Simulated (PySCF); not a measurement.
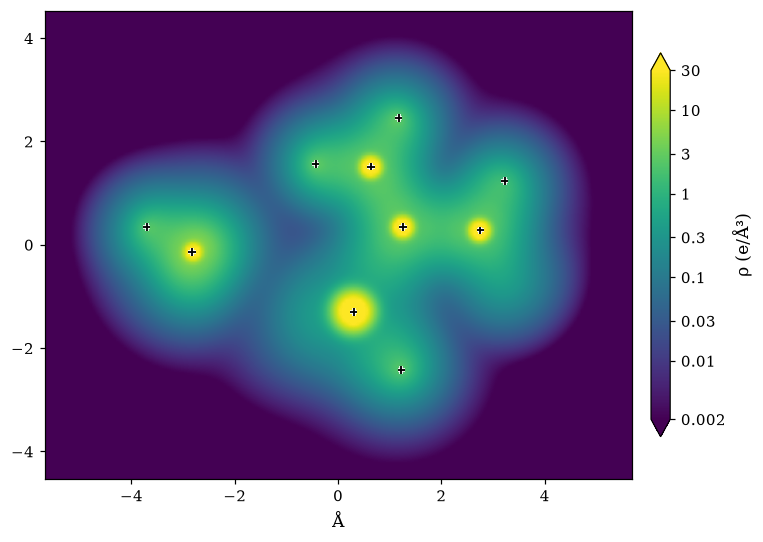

The total electron density on a plane through atoms (crosses mark nuclei in the plane).

Method: PBE0/pcSseg-1, SCF density, gas phase, non-relativistic (PySCF 2.14.0).

Candidates:
A. C4H14F2Si3
B. C2H3B2F3S (SMILES BBSC(F)=C(F)F)
C. C4H13FN2Si2 (SMILES C=C(CF)[SiH2]N(C)[SiH2]N)

Which system is this?

Candidate C: C4H13FN2Si2 on the plane of atoms C2, C1 and H11, which holds C, Si, N and H. C–C (1.33 Å): ρ at the midpoint is about 2.3 e/Å³.
